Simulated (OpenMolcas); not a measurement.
## Relativistic diatomic calculation: AlO (part 2 of 2)

Continued. System: AlO. Method: SA-CASSCF(7,7)/XMS-CASPT2 + RASSI spin-orbit (X2C scalar, AMFI), ANO-RCC-VTZP (OpenMolcas).

**The program's output (extracts), continued**
```
++ Dipole transition strengths (spin-free states):
     for osc. strength at least  1.00000000E-05
      From   To        Osc. strength     Einstein coefficients Ax, Ay, Az (sec-1)    Total A (sec-1)
         1    9       1.92449220E-03  1.87050939E+04  2.62556787E+04  0.00000000E+00  4.49607726E+04
         1   10       1.92449345E-03  2.62557431E+04  1.87050631E+04  0.00000000E+00  4.49608062E+04
         1    2       3.02292803E-02  0.00000000E+00  0.00000000E+00  8.39679338E+06  8.39679338E+06
         1   11       2.52665898E-02  5.48567719E+03  1.73199703E+07  0.00000000E+00  1.73254560E+07
         1   12       2.52665807E-02  1.73199643E+07  5.48566975E+03  0.00000000E+00  1.73254500E+07
         1    6       2.12442216E-02  0.00000000E+00  0.00000000E+00  2.79952174E+07  2.79952174E+07
         9    2       3.28890076E-04  1.91686862E+04  2.68822473E+04  0.00000000E+00  4.60509335E+04
         9   11       2.06233367E-04  0.00000000E+00  0.00000000E+00  9.40280363E+04  9.40280363E+04
         9   12       1.38996869E-04  0.00000000E+00  0.00000000E+00  6.33728823E+04  6.33728823E+04
         9    3       8.43991472E-05  3.66541276E+04  8.19883174E+03  0.00000000E+00  4.48529594E+04
         9    4       8.36981685E-05  7.64377037E+03  3.69458945E+04  0.00000000E+00  4.45896649E+04
         9    5       2.19841772E-05  7.10193774E+03  4.92190347E+03  0.00000000E+00  1.20238412E+04
         9    6       1.23612444E-01  5.09874997E+07  7.14161339E+07  0.00000000E+00  1.22403634E+08
         9    7       1.70197056E-01  7.76691219E+07  1.31083410E+08  0.00000000E+00  2.08752532E+08
         9    8       1.70239082E-01  1.31188160E+08  7.77241005E+07  0.00000000E+00  2.08912260E+08
        10    2       3.28890117E-04  2.68821759E+04  1.91687615E+04  0.00000000E+00  4.60509374E+04
        10   11       1.38996870E-04  0.00000000E+00  0.00000000E+00  6.33728801E+04  6.33728801E+04
        10   12       2.06233353E-04  0.00000000E+00  0.00000000E+00  9.40280298E+04  9.40280298E+04
        10    3       8.44193222E-05  8.19490023E+03  3.66687800E+04  0.00000000E+00  4.48636803E+04
        10    4       8.36332108E-05  3.69197631E+04  7.63529509E+03  0.00000000E+00  4.45550582E+04
        10    5       2.20348034E-05  4.95020049E+03  7.10132954E+03  0.00000000E+00  1.20515300E+04
        10    6       1.23613703E-01  7.14191499E+07  5.09857292E+07  0.00000000E+00  1.22404879E+08
        10    7       1.70195152E-01  1.31079009E+08  7.76711845E+07  0.00000000E+00  2.08750194E+08
        10    8       1.70235737E-01  7.77309993E+07  1.31177153E+08  0.00000000E+00  2.08908153E+08
         2   11       2.66314096E-04  7.51868691E+00  2.41263628E+04  0.00000000E+00  2.41338815E+04
         2   12       2.66311488E-04  2.41261261E+04  7.52001917E+00  0.00000000E+00  2.41336461E+04
         2    6       9.33232767E-04  0.00000000E+00  0.00000000E+00  3.59785082E+05  3.59785082E+05
        13   17       9.07223502E-05  2.06844870E+03  8.29860890E+03  0.00000000E+00  1.03670576E+04
        13   18       9.07223550E-05  8.29860927E+03  2.06844888E+03  0.00000000E+00  1.03670581E+04
        14   17       1.12579348E-04  1.35404101E+02  8.57031455E+03  0.00000000E+00  8.70571865E+03
        14   18       1.12579344E-04  8.57031434E+03  1.35404018E+02  0.00000000E+00  8.70571836E+03
        15   17       1.12411201E-04  8.53196891E+03  1.34798253E+02  0.00000000E+00  8.66676716E+03
        15   18       1.12411178E-04  1.34798183E+02  8.53196726E+03  0.00000000E+00  8.66676544E+03
        11    3       3.66702212E-04  9.93327806E+02  6.69737993E+01  0.00000000E+00  1.06030161E+03
        11    4       3.72744840E-04  7.04661323E+01  1.04346595E+03  0.00000000E+00  1.11393208E+03
        11    5       5.30267490E-04  2.19316028E+03  7.35856200E-01  0.00000000E+00  2.19389613E+03
        11    6       2.81961506E-03  7.89394210E+01  2.88419386E+05  0.00000000E+00  2.88498326E+05
        11    7       1.44752666E-03  2.51917315E+02  2.70221587E+05  0.00000000E+00  2.70473505E+05
        11    8       1.44966557E-03  2.70987361E+05  2.45435935E+02  0.00000000E+00  2.71232797E+05
        12    3       3.66306067E-04  6.69694237E+01  9.92186513E+02  0.00000000E+00  1.05915594E+03
        12    4       3.72601317E-04  1.04351063E+03  6.99922992E+01  0.00000000E+00  1.11350293E+03
        12    5       5.30916100E-04  6.91471553E-01  2.19588777E+03  0.00000000E+00  2.19657925E+03
        12    6       2.81965975E-03  2.88423938E+05  7.89498227E+01  0.00000000E+00  2.88502888E+05
        12    7       1.44744039E-03  2.70205418E+05  2.51957879E+02  0.00000000E+00  2.70457376E+05
        12    8       1.44969942E-03  2.45466648E+02  2.70993656E+05  0.00000000E+00  2.71239123E+05
        16   17       3.41411188E-04  1.52412837E+04  3.73474721E+03  0.00000000E+00  1.89760309E+04
        16   18       3.41411213E-04  3.73474736E+03  1.52412849E+04  0.00000000E+00  1.89760323E+04
         3    8       6.62014431E-05  0.00000000E+00  0.00000000E+00  9.49813734E+03  9.49813734E+03
         4    7       6.56542115E-05  0.00000000E+00  0.00000000E+00  9.36095543E+03  9.36095543E+03
 Electric-quadrupole - electric-quadrupole not included
 Electric-dipole - electric-octupole not included
 Electric-dipole - magnetic-quadrupole not included
   Eigenvalues of complex Hamiltonian:
  (Shifted by EMIN (a.u.) =       -317.7359010630)
 SO State       Relative EMIN(au)   Rel lowest level(eV)    D:o, cm**(-1)      Omega
     1            -0.0000021081        0.0000000000              0.0000         0.5
     2            -0.0000021081        0.0000000000              0.0000         0.5
     3             0.0266812100        0.7260900761           5856.3114         1.5
     4             0.0266812100        0.7260900761           5856.3114         1.5
     5             0.0272489060        0.7415378702           5980.9063         0.5
     6             0.0272489060        0.7415378702           5980.9063         0.5
     7             0.0929793544        2.5301544899          20407.0722         0.5
     8             0.0929793544        2.5301544899          20407.0722         0.5
     9             0.1321708386        3.5966091037          29008.6088         1.5
    10             0.1321708386        3.5966091037          29008.6088         1.5
    11             0.1321807460        3.5968786982          29010.7832         0.5
    12             0.1321807460        3.5968786982          29010.7832         0.5
    13             0.1426680399        3.8822525024          31312.4781         3.5
    14             0.1426680399        3.8822525024          31312.4781         3.5
    15             0.1427326803        3.8840114583          31326.6651         2.4
    16             0.1427326803        3.8840114583          31326.6651         2.4
    17             0.1428399303        3.8869298787          31350.2037         1.7
    18             0.1428399303        3.8869298787          31350.2037         1.7
    19             0.1429126703        3.8889092353          31366.1683         0.7
    20             0.1429126703        3.8889092353          31366.1683         0.7
    21             0.1459393734        3.9712700224          32030.4529         0.5
    22             0.1459393734        3.9712700224          32030.4529         0.5
    23             0.1462522590        3.9797840737          32099.1233         1.5
    24             0.1462522590        3.9797840737          32099.1233         1.5
    25             0.1502317366        4.0880711745          32972.5177         0.5
    26             0.1502317366        4.0880711745          32972.5177         0.5
    27             0.1502475388        4.0885011750          32975.9859         1.5
    28             0.1502475388        4.0885011750          32975.9859         1.5
    29             0.1554465258        4.2299728181          34117.0316         1.5
    30             0.1554465258        4.2299728181          34117.0316         1.5
    31             0.1558771283        4.2416901104          34211.5380         2.5
    32             0.1558771283        4.2416901104          34211.5380         2.5
    33             0.1574357393        4.2841020749          34553.6135         0.5
    34             0.1574357393        4.2841020749          34553.6135         0.5
    35             0.1916531953        5.2152064879          42063.4771         0.5
    36             0.1916531953        5.2152064879          42063.4771         0.5
    37             0.1917670380        5.2183043034          42088.4626         0.5
    38             0.1917670380        5.2183043034          42088.4626         0.5
    39             0.1918809385        5.2214036942          42113.4609         1.5
    40             0.1918809385        5.2214036942          42113.4609         1.5
    41             0.1919948876        5.2245044073          42138.4698         2.5
    42             0.1919948876        5.2245044073          42138.4698         2.5
    43             0.2025199943        5.5109071517          44448.4638         0.5
    44             0.2025199943        5.5109071517          44448.4638         0.5
    45             0.2220880441        6.0433809130          48743.1543         2.5
    46             0.2220880441        6.0433809130          48743.1543         2.5
    47             0.2226575512        6.0588779894          48868.1466         1.5
    48             0.2226575512        6.0588779894          48868.1466         1.5
 Weights of the five most important spin-orbit-free states for each spin-orbit state.
 SO State  Total energy (au)           Spin-free states, spin, and weights
    1        -0.000002       1 0.5  0.9999    9 0.5  0.0000   10 0.5  0.0000   12 0.5  0.0000   11 0.5  0.0000
    2        -0.000002       1 0.5  0.9999    9 0.5  0.0000   10 0.5  0.0000   12 0.5  0.0000   11 0.5  0.0000
    3         0.026681       9 0.5  0.5000   10 0.5  0.5000   13 1.5  0.0000   16 1.5  0.0000    3 0.5  0.0000
    4         0.026681       9 0.5  0.5000   10 0.5  0.5000   13 1.5  0.0000   16 1.5  0.0000    3 0.5  0.0000
    5         0.027249      10 0.5  0.5000    9 0.5  0.5000    1 0.5  0.0001    2 0.5  0.0000   14 1.5  0.0000
    6         0.027249      10 0.5  0.5000    9 0.5  0.5000    1 0.5  0.0001    2 0.5  0.0000   14 1.5  0.0000
    7         0.092979       2 0.5  1.0000    9 0.5  0.0000   10 0.5  0.0000   18 1.5  0.0000   17 1.5  0.0000
    8         0.092979       2 0.5  1.0000    9 0.5  0.0000   10 0.5  0.0000   18 1.5  0.0000   17 1.5  0.0000
    9         0.132171      13 1.5  0.9992   16 1.5  0.0006   11 0.5  0.0001   12 0.5  0.0001   17 1.5  0.0000
   10         0.132171      13 1.5  0.9992   16 1.5  0.0006   11 0.5  0.0001   12 0.5  0.0001   17 1.5  0.0000
   11         0.132181      13 1.5  0.9998   16 1.5  0.0001    5 0.5  0.0001   12 0.5  0.0000   11 0.5  0.0000
   12         0.132181      13 1.5  0.9998   16 1.5  0.0001    5 0.5  0.0001   12 0.5  0.0000   11 0.5  0.0000
   13         0.142668      14 1.5  0.6489   15 1.5  0.3510   11 0.5  0.0001   12 0.5  0.0001   18 1.5  0.0000
   14         0.142668      14 1.5  0.6489   15 1.5  0.3510   11 0.5  0.0001   12 0.5  0.0001   18 1.5  0.0000
   15         0.142733      14 1.5  0.8406   15 1.5  0.1585    3 0.5  0.0006    4 0.5  0.0002   11 0.5  0.0001
   16         0.142733      14 1.5  0.8406   15 1.5  0.1585    3 0.5  0.0006    4 0.5  0.0002   11 0.5  0.0001
   17         0.142840      15 1.5  0.8400   14 1.5  0.1579   12 0.5  0.0006   11 0.5  0.0006    4 0.5  0.0006
   18         0.142840      15 1.5  0.8400   14 1.5  0.1579   12 0.5  0.0006   11 0.5  0.0006    4 0.5  0.0006
   19         0.142913      15 1.5  0.6460   14 1.5  0.3482   11 0.5  0.0028   12 0.5  0.0028   17 1.5  0.0000
   20         0.142913      15 1.5  0.6460   14 1.5  0.3482   11 0.5  0.0028   12 0.5  0.0028   17 1.5  0.0000
   21         0.145939      11 0.5  0.4968   12 0.5  0.4968   15 1.5  0.0030   14 1.5  0.0028   16 1.5  0.0005
   22         0.145939      11 0.5  0.4968   12 0.5  0.4968   15 1.5  0.0030   14 1.5  0.0028   16 1.5  0.0005
   23         0.146252      12 0.5  0.4983   11 0.5  0.4983   16 1.5  0.0016   15 1.5  0.0007   14 1.5  0.0007
   24         0.146252      12 0.5  0.4983   11 0.5  0.4983   16 1.5  0.0016   15 1.5  0.0007   14 1.5
```

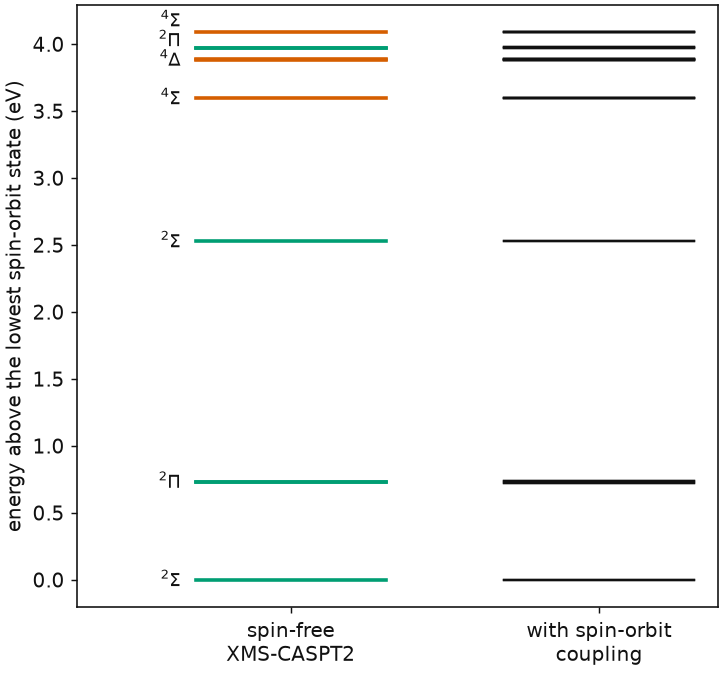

**Figure 2.** States up to 4.2 eV at 1.654 Å, without spin-orbit coupling (left, a colour for each spin multiplicity) and with it (right, where close levels merge). The spin-free states run ²Σ (0.00 eV), ²Π (0.73 eV), ²Σ (2.53 eV), ⁴Σ (3.60 eV), ⁴Δ (3.88 eV), ²Π (3.98 eV) from the lowest. The lowest spin-orbit levels have |Ω| = 1/2 (0 cm⁻¹), 3/2 (5,856 cm⁻¹), 1/2 (5,981 cm⁻¹), 1/2 (20,407 cm⁻¹), 3/2 (29,009 cm⁻¹).

**Summary**

```
               quantity                                                             value
                outcome  converged; components of a degenerate state are split by 35 cm⁻¹
 lowest spin-free state                                                                ²Σ
lowest spin-orbit level                                       Ω = 1/2, −317.73590 hartree
             next level                                               Ω = 3/2, 5,856 cm⁻¹
              wall time                                                              22 s
```

**Remarks**

To bear in mind: the two components of ²Δ at 4.24 eV, degenerate in CASSCF as they must be, are split by 35 cm⁻¹ in XMS-CASPT2, an artefact that passes into its spin-orbit levels; 8 of the 48 spin-orbit states have no clean Ω, so their splittings aren't to be trusted.
